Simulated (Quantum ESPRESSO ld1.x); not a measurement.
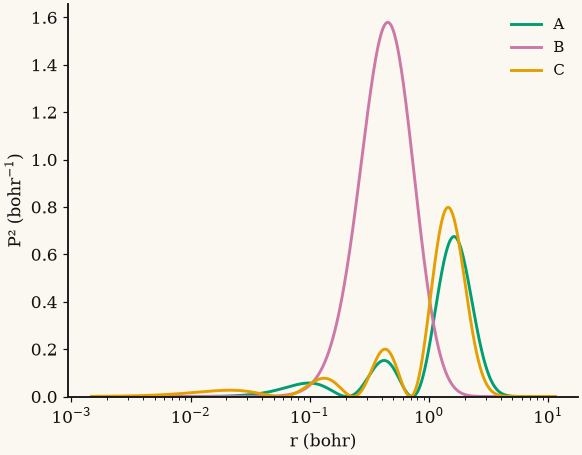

System: Se³⁺ (Z = 34, 31 electrons), configuration [Ar] 3d10 4s2 4p1 (4p1/2: 1). Theory: Dirac Kohn-Sham, PBE, spin-unpolarised, spherical densities, point nucleus (computed with Quantum ESPRESSO ld1.x 7.5).

```
 &input
    atom='Se',
    iswitch=1,
    rel=2,
    dft='PBE',
    config='[Ar] 3d10 4s2 4p1 5s0 4d0',
    rel_dist='energy',
    lsmall=.true.,
    prefix='ld1',
    max_out_wfc=37,
    file_charge='ld1.rho',
 /
```

The plot shows the radial probability densities P² (large components) of 4p1/2, 4s and 3d3/2.

> Which curve belongs to which orbital?

A is 4p1/2; B is 3d3/2; C is 4s. 3d3/2: outer maximum at 0.450 bohr, ⟨r⟩ = 0.624 bohr, 0 nodes, eigenvalue −89.9 eV; 4s: outer maximum at 1.45 bohr, ⟨r⟩ = 1.64 bohr, 3 nodes, eigenvalue −49.3 eV; 4p1/2: outer maximum at 1.62 bohr, ⟨r⟩ = 1.87 bohr, 2 nodes, eigenvalue −36.8 eV.
